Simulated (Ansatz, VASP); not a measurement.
# SnSe2 (1T-SnSe2 monolayer) in two plane-wave programs

Wanted: the spread between two codes on one cell, functional and k mesh.

Program: Ansatz 0.2.0. Level of theory: plane waves, with VASP 6.6.1 beside it; band structure at PBE with D3(BJ), band structure at PBE with D3(BJ), spin-orbit coupling and single point at PBE with D3(BJ). Results are calculated unless marked as measured.

### Step 1. The starting structure

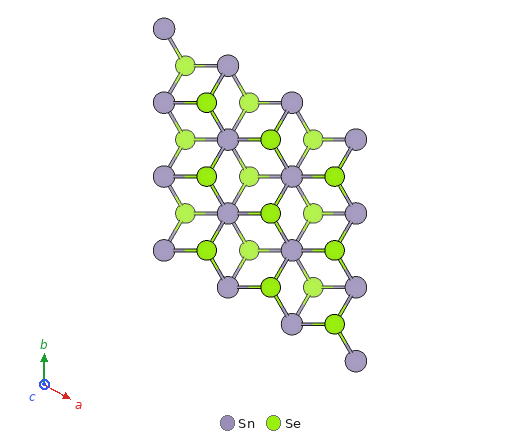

The starting structure, seen from above (tin purple, selenium green). 3×3×1 cells are drawn. Some periodic images of atoms are drawn too.

The cell holds 3 atoms: 1 Sn and 2 Se. Its edges and angles: a = 3.821 Å, b = 3.821 Å, c = 22.000 Å, α = 90.0°, β = 90.0°, γ = 120.0°. Vacuum lies along c.

As a file:

```
Sn Se
1.0
     3.82131    0.00000    0.00000
    -1.91066    3.30935    0.00000
     0.00000    0.00000   22.00000
Sn Se
1 2
Direct
  0.00000 0.00000 0.50000
  0.33333 0.66667 0.42717
  0.66667 0.33333 0.57283
```

### Step 2. VASP: band structure, PBE with D3(BJ)

The same path points are solved in both programs, so levels can be compared one by one.

Lines of VASP's logs that name or quote its potential files are left out, and so is its time.

Contents of INCAR:

```
SYSTEM = SnSe2
PREC = Normal
ENCUT = 350
EDIFF = 1E-06
NELM = 120
ISMEAR = 0
SIGMA = 0.03
LREAL = .FALSE.
ALGO = Fast
GGA = PE
IVDW = 12
NBANDS = 14
LORBIT = 11
LWAVE = .FALSE.
LCHARG = .TRUE.
IDIPOL = 3
LDIPOL = .TRUE.
DIPOL = 0.5 0.5 0.5
LVHAR = .TRUE.
LVACPOTAV = .TRUE.
NEDOS = 1500
LELF = .TRUE.
```

Contents of POSCAR:

```
SnSe2
1.0
    3.8213108744      0.0000000000      0.0000000000
   -1.9106554372      3.3093522930      0.0000000000
    0.0000000000      0.0000000000     22.0000000000
Sn Se
1 2
Direct
    0.0000000000      0.0000000000      0.5000000000
    0.3333333333      0.6666666667      0.4271694800
    0.6666666667      0.3333333333      0.5728305200
```

Contents of KPOINTS:

```
Automatic mesh
0
Gamma
9 9 1
0 0 0
```

Contents of KPOINTS_OPT:

```
Line mode
14
Line-mode
Reciprocal
  0.00000000   0.00000000   0.00000000 GAMMA
  0.50000000   0.00000000   0.00000000 M

  0.50000000   0.00000000   0.00000000 M
  0.33333333   0.33333333   0.00000000 K

  0.33333333   0.33333333   0.00000000 K
  0.00000000   0.00000000   0.00000000 GAMMA
```

PAW data sets: Sn and Se (PBE family, release 64).

Run with:

```console
$ mpirun -np 4 vasp_std
```

Numbers of over 12 decimals in the logs are rounded to 6 here.

What it wrote:

```text
[banner, memory and clock lines left out]
running    4 mpi-ranks, on    1 nodes
 distrk:  each k-point on    4 cores,    1 groups
 distr:  one band on    1 cores,    4 groups

 POSCAR found type information on POSCAR SnSe
 POSCAR found :  2 types and       3 ions
 LDA part: xc-table for (Slater+PW92), standard interpolation
|                                                                             |
|           W    W    AA    RRRRR   N    N  II  N    N   GGGG   !!!           |
|           W    W   A  A   R    R  NN   N  II  NN   N  G    G  !!!           |
|           W    W  A    A  R    R  N N  N  II  N N  N  G       !!!           |
|           W WW W  AAAAAA  RRRRR   N  N N  II  N  N N  G  GGG   !            |
|           WW  WW  A    A  R   R   N   NN  II  N   NN  G    G                |
|           W    W  A    A  R    R  N    N  II  N    N   GGGG   !!!           |
|                                                                             |
|     The number of bands has been changed from the values supplied in        |
|     The orbitals not found in the WAVECAR file will be initialized with     |
|     random numbers, which is usually adequate. For correlated               |
|     calculations, however, you should redo the groundstate calculation.     |
|     I found NBANDS = 14. Now, NBANDS = 16.                                  |
|                                                                             |

 POSCAR, INCAR and KPOINTS ok, starting setup
 FFT: planning ... GRIDC
 FFT: planning ... GRID_SOFT
 FFT: planning ... GRID
 WAVECAR not read
 entering main loop
       N       E                     dE             d eps       ncg     rms          rms(c)
DAV:   1     0.947921888940E+02    0.94792E+02   -0.37842E+03   384   0.505E+02
DAV:   2    -0.118079212972E+01   -0.95973E+02   -0.86762E+02   632   0.114E+02
DAV:   3    -0.119626459497E+02   -0.10782E+02   -0.10614E+02   480   0.460E+01
DAV:   4    -0.121917011780E+02   -0.22906E+00   -0.22858E+00   488   0.806E+00
DAV:   5    -0.121950456896E+02   -0.33445E-02   -0.33444E-02   472   0.968E-01    0.489E+00
RMM:   6    -0.119290395829E+02    0.26601E+00   -0.26897E-01   459   0.202E+00    0.299E+00
RMM:   7    -0.118884871185E+02    0.40552E-01   -0.20180E-01   460   0.189E+00    0.666E-01
RMM:   8    -0.118801261152E+02    0.83610E-02   -0.18691E-02   463   0.697E-01    0.134E-01
RMM:   9    -0.118800998315E+02    0.26284E-04   -0.16716E-03   499   0.270E-01    0.636E-02
RMM:  10    -0.118801375646E+02   -0.37733E-04   -0.27664E-04   506   0.106E-01    0.233E-02
RMM:  11    -0.118801558049E+02   -0.18240E-04   -0.10654E-04   483   0.593E-02    0.112E-02
RMM:  12    -0.118801948892E+02   -0.39084E-04   -0.41397E-05   502   0.317E-02    0.812E-03
RMM:  13    -0.118802735625E+02   -0.78673E-04   -0.23566E-05   495   0.201E-02    0.127E-02
RMM:  14    -0.118803188506E+02   -0.45288E-04   -0.81416E-06   471   0.108E-02    0.405E-03
RMM:  15    -0.118803414728E+02   -0.22622E-04   -0.37035E-06   459   0.653E-03    0.241E-03
RMM:  16    -0.118803611227E+02   -0.19650E-04   -0.16221E-06   432   0.510E-03    0.302E-03
RMM:  17    -0.118803629044E+02   -0.17817E-05   -0.25305E-07   384   0.204E-03    0.140E-03
RMM:  18    -0.118803671811E+02   -0.42767E-05   -0.26254E-07   386   0.174E-03    0.416E-04
RMM:  19    -0.118803673446E+02   -0.16353E-06   -0.27729E-08   275   0.915E-04
|                                                                             |
|           W    W    AA    RRRRR   N    N  II  N    N   GGGG   !!!           |
|           W    W   A  A   R    R  NN   N  II  NN   N  G    G  !!!           |
|           W    W  A    A  R    R  N N  N  II  N N  N  G       !!!           |
|           W WW W  AAAAAA  RRRRR   N  N N  II  N  N N  G  GGG   !            |
|           WW  WW  A    A  R   R   N   NN  II  N   NN  G    G                |
|           W    W  A    A  R    R  N    N  II  N    N   GGGG   !!!           |
|                                                                             |
|     Did not find any points to average over, which means that no vacuum     |
|     field-free region was found. Please increase the size of  your cell     |
|     in the dimension of the dipole correction to obtain accurate            |
|     workfunction values.                                                    |
|                                                                             |

   1 F= -.12639343E+02 E0= -.12639343E+02  d E =-.457726E-11
 Start KPOINTS_OPT (optional k-point list driver)
k-point batch [1-12\42]
       N       E                     dE             ncg
DAV:   1    -0.382007194333E+03   -0.21356E+04      384
DAV:   2    -0.143006688227E+04   -0.10481E+04      656
DAV:   3    -0.155245070001E+04   -0.12238E+03      536
DAV:   4    -0.155466094252E+04   -0.22102E+01      424
DAV:   5    -0.155469599050E+04   -0.35048E-01      488
DAV:   6    -0.155469697104E+04   -0.98054E-03      440
DAV:   7    -0.155469700747E+04   -0.36439E-04      528
DAV:   8    -0.155469700904E+04   -0.15684E-05      344
DAV:   9    -0.155469700915E+04   -0.10741E-06      248
[...]
k-point batch [37-42\42]
       N       E                     dE             ncg
DAV:   1     0.163579566624E+04   -0.43897E+03      192
DAV:   2     0.115775990469E+04   -0.47804E+03      304
DAV:   3     0.109677601642E+04   -0.60984E+02      272
DAV:   4     0.109568072231E+04   -0.10953E+01      192
DAV:   5     0.109566084504E+04   -0.19877E-01      256
DAV:   6     0.109566022485E+04   -0.62019E-03      240
DAV:   7     0.109566020068E+04   -0.24171E-04      264
DAV:   8     0.109566019957E+04   -0.11013E-05      240
DAV:   9     0.109566019953E+04   -0.45532E-07      120
```

OUTCAR, selected parts (step 2):

```text
ion  position               nearest neighbor table
   1  0.000  0.000  0.500-   2 2.73   3 2.73   3 2.73   2 2.73   3 2.73   2 2.73
   2  0.333  0.667  0.427-   1 2.73   1 2.73   1 2.73
   3  0.667  0.333  0.573-   1 2.73   1 2.73   1 2.73

  LATTYP: Found a hexagonal cell.
 ALAT       =     3.8213108744
 C/A-ratio  =     5.7571866627

 Subroutine GETGRP returns: Found 12 space group operations
 (whereof 12 operations were pure point group operations)

The static configuration has the point symmetry D_3d.

 Found     12 irreducible k-points:

   k-points           NKPTS =     12   k-points in BZ     NKDIM =     12   number of bands    NBANDS=     16

   dimension x,y,z NGX =    18 NGY =   18 NGZ =  108
   dimension x,y,z NGXF=    36 NGYF=   36 NGZF=  216

   ENCUT  =  350.0 eV  25.72 Ry    5.07 a.u.   5.83  5.83 33.56*2*pi/ulx,y,z

   NELECT =      16.0000    total number of electrons

 k-points in reciprocal lattice and weights: Automatic mesh
   0.00000000  0.00000000  0.00000000       0.012
   0.11111111  0.00000000  0.00000000       0.074
   0.22222222 -0.00000000  0.00000000       0.074
   0.33333333  0.00000000  0.00000000       0.074
   0.44444444 -0.00000000  0.00000000       0.074
   0.11111111  0.11111111  0.00000000       0.074
   0.22222222  0.11111111  0.00000000       0.148
   0.33333333  0.11111111  0.00000000       0.148
   0.44444444  0.11111111  0.00000000       0.074
   0.22222222  0.22222222  0.00000000       0.074
   0.33333333  0.22222222  0.00000000       0.148
   0.33333333  0.33333333  0.00000000       0.025

 dipolmoment           0.000000      0.000000      0.000000 electrons x Angstroem

 average (electrostatic) potential at core
       1 -52.5208       2 -60.8499       3 -60.8499

 E-fermi :  -3.2971

 k-point     1 :       0.0000    0.0000    0.0000
  band No.  band energies     occupation
    ...
      4      -4.6275      2.00000
      5      -3.8883      2.00000
      6      -3.8883      2.00000
      7      -3.5043      2.00000
      8      -3.5042      2.00000
      9      -1.8332      0.00000
     10      -0.3073      0.00000
     11       1.1953      0.00000
     12       1.1953      0.00000
     13       2.1103      0.00000
    ...

 k-point     2 :       0.1111    0.0000    0.0000
  band No.  band energies     occupation
    ...
      4      -4.8827      2.00000
      5      -4.5696      2.00000
      6      -4.2565      2.00000
      7      -4.1114      2.00000
      8      -3.4293      2.00000
      9      -1.2888      0.00000
     10       0.3054      0.00000
     11       1.0582      0.00000
     12       1.4692      0.00000
     13       2.2852      0.00000
    ...

 k-point     3 :       0.2222   -0.0000    0.0000
  band No.  band energies     occupation
    ...
      4      -6.2565      2.00000
      5      -5.1548      2.00000
      6      -4.8416      2.00000
      7      -4.3660      2.00000
      8      -3.5034      2.00000
      9      -1.4172      0.00000
     10       0.5771      0.00000
     11       1.9402      0.00000
     12       1.9826      0.00000
     13       2.5567      0.00000
    ...

 Edisp (eV)   -0.75898

  Total      -0.02678    -0.02678    -0.05466     0.00000     0.00000     0.00000
  in kB      -0.15420    -0.15420    -0.31478     0.00000     0.00000     0.00000
  external pressure =       -0.21 kB  Pullay stress =        0.00 kB

  energy-cutoff  :      350.00
  volume of cell :      278.21
      direct lattice vectors                 reciprocal lattice vectors
     3.821310874  0.000000000  0.000000000     0.261690303  0.151086967  0.000000000
    -1.910655437  3.309352293  0.000000000     0.000000000  0.302173934  0.000000000
     0.000000000  0.000000000 22.000000000     0.000000000  0.000000000  0.045454545

 POSITION                                       TOTAL-FORCE (eV/Angst)
 -----------------------------------------------------------------------------------
      0.00000      0.00000     11.00000         0.000000      0.000000      0.000000
     -0.00000      2.20623      9.39773         0.000000     -0.000000      0.011802
      1.91066      1.10312     12.60227        -0.000000      0.000000     -0.011802
 -----------------------------------------------------------------------------------
    total drift:                               -0.000000     -0.000000      0.000000

  FREE ENERGIE OF THE ION-ELECTRON SYSTEM (eV)
  ---------------------------------------------------
  free  energy   TOTEN  =       -12.6393427486 eV

  energy  without entropy=      -12.6393427486  energy(sigma->0) =      -12.63934275

 vacuum level on the upper side and lower side of the slab         2.530         2.530

 total charge
# of ion       s       p       d       tot
------------------------------------------
    1        1.270   1.494   0.312   3.076
    2        1.484   2.306   0.024   3.814
    3        1.484   2.306   0.024   3.814
--------------------------------------------------
tot          4.237   6.106   0.360  10.703

[... 3 further parts left out ...]
```

[end of part 1 of 3]

[Lines on the potential files, build, host, timing and source positions are cut from VASP's logs without a mark.]

[Logs are printed without paths, hosts, clocks, repeated set-up lines and the standing remarks that a program may print on its own settings, such as how far it seeks lower states.]

[Hosts, paths, dates, database ids (printed as entryN), source tags and the programs' standing remarks are cut or masked in the printed files.]
